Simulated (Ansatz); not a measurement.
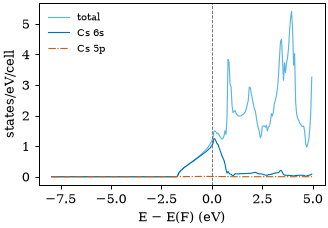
Figure. Total and projected density of states of Cs (bcc (W type), space group No. 229), plane-wave PAW r²SCAN (Ansatz code)

Q: Which orbitals carry the states next to the Fermi level?

A: Within 0.5 eV of the Fermi level: Cs 6s 81 %, outside the projected shells 18 %. Projections are on Löwdin-orthogonalised atomic valence shells; empty p or d shells of many metals are not among them.

Space group Im-3m (bcc (W type)). The r²SCAN relaxation kept the symmetry of its start. Scalar-relativistic: spin–orbit coupling is off unless named, which matters more the heavier the elements.

Potentials: the later of the program's two PAW sets.
